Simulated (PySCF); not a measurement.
```xyz
15

Cl    1.9141    1.8597   -0.1799
C     2.0411    0.0869   -0.2294
C     0.6879   -0.5178   -0.5554
Cl    0.9924   -2.3021   -0.7647
C    -0.3381   -0.2861    0.4969
C    -1.8009   -0.5955    0.1437
Si   -1.4726    1.2354    0.4175
H     2.3889   -0.2415    0.7505
H     2.7822   -0.1622   -0.9888
H     0.3395   -0.1755   -1.5325
H    -0.0190   -0.6522    1.4671
H    -1.9609   -0.9704   -0.8582
H    -2.3429   -1.1830    0.8709
H    -1.3806    2.0878   -0.7507
H    -1.8355    1.8246    1.6910
```

Geometry: GFN2-xTB.

All numbers below come from B3LYP/def2-SVPD, SCF density, gas phase (PySCF 2.14.0).

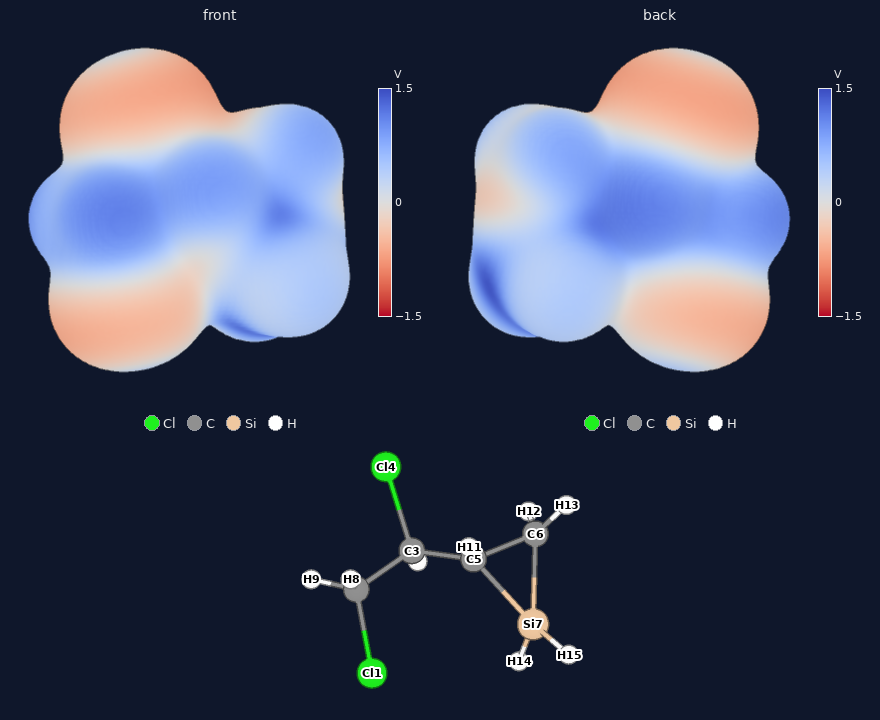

C₄H₈Cl₂Si. The electrostatic potential painted on the density surface at 0.002 e/bohr³, seen from the front and from behind; the colour scale runs from red (negative) to blue (positive). The bare structure is drawn below in the same view.

Describe the electrostatic potential map.

Answer. The most negative region (about −0.7 V) lies over Cl4, the most positive (about +1.3 V) over Si7. Cl1 shows a σ-hole: about +0.4 V at the tip opposite its bond, against about −0.3 V on its flanks.

How polar is the molecule by this calculation?

Answer. Its dipole moment is 1.26 D.
